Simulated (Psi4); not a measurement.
# HSE06/6-311+G(d,p) run of CH5FSi (SMILES C[SiH2]F)

Aim: the vertical singlet–triplet gap of CH5FSi at HSE06/6-311+G**, from 2 runs. 

The calculation is run with Psi4 1.11.

2 further runs of the same task are left out: 2 set aside as unsound or not needed.

## Step 1: The system as given

CH5FSi has 8 atoms, charge 0, and is taken as a singlet. As SMILES, `C[SiH2]F`. Geometry: relaxed at PBE0-D4/def2-TZVP.

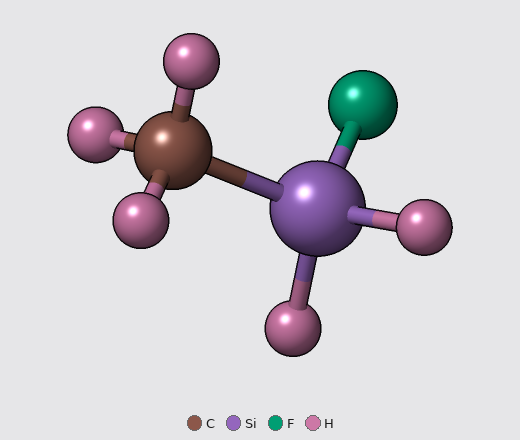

Viewed from a chosen angle; carbon brown, silicon purple, fluorine teal, hydrogen pink.

## Step 2: Energy and gradient at HSE06/6-311+G(d,p)

job.in reads:

```
memory 1600 MB

molecule m {
  0 1
  C     -0.98530320     1.32337521    -0.82581032
  Si     0.84735319    -1.21320417     0.74681976
  F      3.67835190    -1.22756609    -0.33788303
  H     -1.06278197     1.02517642    -2.86690350
  H     -2.92283940     1.34775267    -0.10676953
  H     -0.14588686     3.17530681    -0.46940797
  H      1.01799546    -0.79519675     3.51621340
  H     -0.25265638    -3.74392540     0.23810549
  units au
  symmetry c1
}

set basis 6-311+G**
set puream true
set e_convergence 1e-09
set d_convergence 1e-08
set scf_type pk
set dft_radial_points 99
set dft_spherical_points 590

E, wfn = gradient("hse06", return_wfn=True)
oeprop(wfn, "DIPOLE", "MULLIKEN_CHARGES", "QUADRUPOLE")
print_variables()
```

Launch:

```sh
$ psi4 -n 1 job.in job.out
```

job.out, shortened:

```text
[...]
  Running in c1 symmetry.
[...]
  Nuclear repulsion =  115.959115480258006
[...]
  Multiplicity = 1
[...]
  Nalpha       = 17
  Nbeta        = 17
[...]
    Number of basis functions: 104
[...]
   @RKS iter   1:  -430.01353111336351   -2.77336e-01   8.05772e-03 ADIIS/DIIS
[...]
   @RKS iter  11:  -430.31720689311760   -5.68434e-13   1.98362e-09 DIIS
[...]
    Orbital Energies [Eh]
    ---------------------
    Doubly Occupied:
       1A    -66.260673     2A    -24.735295     3A    -10.202343
       4A     -5.339585     5A     -3.676327     6A     -3.672311
       7A     -3.671862     8A     -1.197975     9A     -0.721330
      10A     -0.547607    11A     -0.454360    12A     -0.449148
      13A     -0.435643    14A     -0.413828    15A     -0.407505
      16A     -0.330531    17A     -0.327674
[...]
  @RKS Final Energy:  -430.31720689311760
   => Energetics <=
    Nuclear Repulsion Energy =            115.9591154802580064
    One-Electron Energy =                -825.6023284301754757
    Two-Electron Energy =                 308.9968985503839463
    DFT Exchange-Correlation Energy =     -29.6708924935840592
    Empirical Dispersion Energy =           0.0000000000000000
    VV10 Nonlocal Energy =                  0.0000000000000000
    Total Energy =                       -430.3172068931176000
[...]
  -Total Gradient:
     Atom            X                  Y                   Z
    ------   -----------------  -----------------  -----------------
       1       -0.000033072614    -0.000619934723     0.000516407361
       2        0.014237913322     0.001083827695    -0.006466046982
       3       -0.014873596148     0.000062439612     0.005692223871
       4        0.000223903336    -0.000156269743     0.000569368079
       5        0.000630135594    -0.000159959605    -0.000103549778
       6        0.000024750093    -0.000595833875     0.000056324158
       7       -0.000281596199    -0.000181586164    -0.000540446166
       8        0.000035886875     0.000572973622     0.000284459267
[...]
 Multipole Moments:
 ------------------------------------------------------------------------------------
     Multipole            Electronic (a.u.)      Nuclear  (a.u.)        Total (a.u.)
 ------------------------------------------------------------------------------------
 L = 1.  Multiply by 2.5417464519 to convert [e a0] to [Debye]
 Dipole X            :          5.2017262           -5.9361325           -0.7344063
 Dipole Y            :         -2.1122330            2.3560106            0.2437776
 Dipole Z            :         -0.1142836            0.1798230            0.0655394
 Magnitude           :                                                    0.7765794
 L = 2.  Multiply by 1.3450342976 to convert [e a0^2] to [Debye ang]
 Quadrupole XX       :       -132.8533511          112.0155613          -20.8377898
 Quadrupole XY       :         48.6769910          -48.5892455            0.0877455
[...]
  Mulliken Charges: (a.u.)
   Center  Symbol    Alpha    Beta     Spin     Total
       1     C     3.40079  3.40079  0.00000 -0.80157
       2    SI     6.61671  6.61671  0.00000  0.76658
       3     F     4.64718  4.64718  0.00000 -0.29436
       4     H     0.40378  0.40378  0.00000  0.19245
       5     H     0.40880  0.40880  0.00000  0.18240
       6     H     0.40376  0.40376  0.00000  0.19247
       7     H     0.55948  0.55948  0.00000 -0.11896
       8     H     0.55950  0.55950  0.00000 -0.11900
   Total alpha = 17.00000, Total beta = 17.00000, Total charge = -0.00000
[...]
```

Run time: 55 s. Hardware: 1 thread of AMD EPYC 7B13 (Zen 3), shared host; peak memory 0.78 GiB.

## Step 3: The triplet at the same level

ch5fsi.json reads:

```json
{
 "schema_name": "qcschema_input",
 "schema_version": 1,
 "molecule": {
  "schema_name": "qcschema_molecule",
  "schema_version": 2,
  "symbols": ["C", "Si", "F", "H", "H", "H", "H", "H"],
  "geometry": [-0.9853032, 1.32337521, -0.82581032, 0.84735319, -1.21320417, 0.74681976, 3.6783519, -1.22756609, -0.33788303, -1.06278197, 1.02517642, -2.8669035, -2.9228394, 1.34775267, -0.10676953, -0.14588686, 3.17530681, -0.46940797, 1.01799546, -0.79519675, 3.5162134, -0.25265638, -3.7439254, 0.23810549],
  "molecular_charge": 0,
  "molecular_multiplicity": 3,
  "fix_symmetry": "c1"
 },
 "driver": "gradient",
 "model": {
  "method": "hse06",
  "basis": "6-311+G**"
 },
 "keywords": {
  "reference": "uks",
  "puream": true,
  "e_convergence": 1e-09,
  "d_convergence": 1e-08,
  "scf_type": "pk",
  "dft_radial_points": 99,
  "dft_spherical_points": 590,
  "maxiter": 100,
  "scf_properties": ["LOWDIN_CHARGES", "QUADRUPOLE", "MAYER_INDICES"]
 }
}
```

Launch:

```sh
$ psi4 --qcschema ch5fsi.json -n 1 --memory 1600MB
```

stdout, shortened:

```text
[...]
  Running in c1 symmetry.
[...]
  Nuclear repulsion =  115.959115480258006
[...]
  Multiplicity = 3
[...]
  Nalpha       = 18
  Nbeta        = 16
[...]
    Number of basis functions: 104
[...]
   @UKS iter   1:  -429.68886838324130    4.73267e-02   8.33823e-03 DIIS/ADIIS
[...]
   @UKS iter  21:  -430.03674890550451   -9.66338e-13   3.80210e-09 DIIS
[...]
   @S^2 Observed:                2.007673657E+00
[...]
    Orbital Energies [Eh]
    ---------------------
    Alpha Occupied:
       1A    -66.296638     2A    -24.771027     3A    -10.212236
       4A     -5.374058     5A     -3.712279     6A     -3.708715
       7A     -3.705052     8A     -1.231537     9A     -0.731409
      10A     -0.601183    11A     -0.501453    12A     -0.500508
      13A     -0.464010    14A     -0.437139    15A     -0.415958
      16A     -0.411915    17A     -0.354537    18A     -0.074233
    Alpha Virtual:
      19A     -0.024891    20A     -0.007392    21A      0.011190
      22A      0.016640    23A      0.038550    24A      0.039047
      25A      0.058613    26A      0.063992    27A      0.064635
[...]
  @UKS Final Energy:  -430.03674890550451
   => Energetics <=
    Nuclear Repulsion Energy =            115.9591154802580064
    One-Electron Energy =                -824.4977191561091558
    Two-Electron Energy =                 308.0794824915596450
    DFT Exchange-Correlation Energy =     -29.5776277212129912
    Empirical Dispersion Energy =           0.0000000000000000
    VV10 Nonlocal Energy =                  0.0000000000000000
    Total Energy =                       -430.0367489055045098
[...]
  -Total Gradient:
     Atom            X                  Y                   Z
    ------   -----------------  -----------------  -----------------
       1        0.005381340563     0.004214945181    -0.005626208223
       2        0.035426565440    -0.036107330581     0.018551818160
       3       -0.030207541814     0.000924770922     0.010899974189
       4       -0.002468163414    -0.003341475711     0.004584771458
       5       -0.002726921485    -0.001510276731     0.002365643043
       6       -0.002735630392    -0.003883222122     0.003843785203
       7       -0.005299495622     0.010735351205    -0.027437621710
       8        0.002593950357     0.028973018567    -0.007173415602
[...]
```

The result, in JSON:

```text
{
 "driver": "gradient",
 "model": {
  "method": "hse06",
  "basis": "6-311+G**"
 },
 "success": true,
 "return_result": [0.0053813405632038395, 0.004214945180591068, -0.005626208223032711, 0.03542656543970989, -0.03610733058089949, 0.01855181816039283, -0.03020754181423796, 0.0009247709216870983, 0.010899974188514863, -0.0024681634142945186, -0.003341475711189257, 0.004584771457846387, -0.002726921485301931, -0.0015102767305084244, 0.002365643043092558, -0.0027356303920776093, -0.0038832221218919882, 0.0038437852025658553, -0.005299495621782691, 0.010735351204797097, -0.02743762170954682, 0.0025939503571970196, 0.02897301856665016, -0.007173415601883691],
 "properties": {
  "calcinfo_nbasis": 104,
  "calcinfo_nmo": 104,
  "calcinfo_nalpha": 18,
  "calcinfo_nbeta": 16,
  "calcinfo_natom": 8,
  "nuclear_repulsion_energy": 115.959115480258,
  "return_energy": -430.0367489055045,
  "return_gradient": [0.0053813405632038395, 0.004214945180591068, -0.005626208223032711, 0.03542656543970989, -0.03610733058089949, 0.01855181816039283, -0.03020754181423796, 0.0009247709216870983, 0.010899974188514863, -0.0024681634142945186, -0.003341475711189257, 0.004584771457846387, -0.002726921485301931, -0.0015102767305084244, 0.002365643043092558, -0.0027356303920776093, -0.0038832221218919882, 0.0038437852025658553, -0.005299495621782691, 0.010735351204797097, -0.02743762170954682, 0.0025939503571970196, 0.02897301856665016, -0.007173415601883691],
  "scf_one_electron_energy": -824.4977191561092,
  "scf_two_electron_energy": 308.07948249155965,
  "scf_xc_energy": -29.57762772121299,
  "scf_dipole_moment": [-0.6372199815985446, 0.2492716506215218, 0.021225922786240997],
  "scf_total_energy": -430.0367489055045,
  "scf_total_gradient": [0.0053813405632038395, 0.004214945180591068, -0.005626208223032711, 0.03542656543970989, -0.03610733058089949, 0.01855181816039283, -0.03020754181423796, 0.0009247709216870983, 0.010899974188514863, -0.0024681634142945186, -0.003341475711189257, 0.004584771457846387, -0.002726921485301931, -0.0015102767305084244, 0.002365643043092558, -0.0027356303920776093, -0.0038832221218919882, 0.0038437852025658553, -0.005299495621782691, 0.010735351204797097, -0.02743762170954682, 0.0025939503571970196, 0.02897301856665016, -0.007173415601883691],
  "scf_iterations": 21
 }
}
```

Wall time 2 min (1 thread of AMD EPYC 7B13 (Zen 3), shared host); peak memory 0.79 GiB.

## Step 4: What came out

At HSE06/6-311+G**:

| quantity | value |
| --- | --- |
| singlet: total energy | -430.31721 Eh |
| singlet: dipole moment | 1.97 D |
| singlet: HOMO energy | -8.92 eV |
| singlet: LUMO energy | -0.20 eV |
| singlet: HOMO–LUMO gap | 8.71 eV |
| singlet: largest force on an atom | 0.819 eV/Å |
| triplet: total energy | -430.03675 Eh |
| triplet: dipole moment | 1.74 D |
| triplet: HOMO energy (highest over α and β) | -2.02 eV |
| triplet: ⟨S²⟩ | 2.008 |
| triplet: largest force on an atom | 2.771 eV/Å |
| vertical energy of the triplet above the singlet | 7.632 eV |

What this shows: At this shape the triplet lies 7.63 eV (736 kJ/mol) above the singlet. The largest force (singlet) is 0.82 eV/Å: the shape isn't a stationary point for this species at this level.
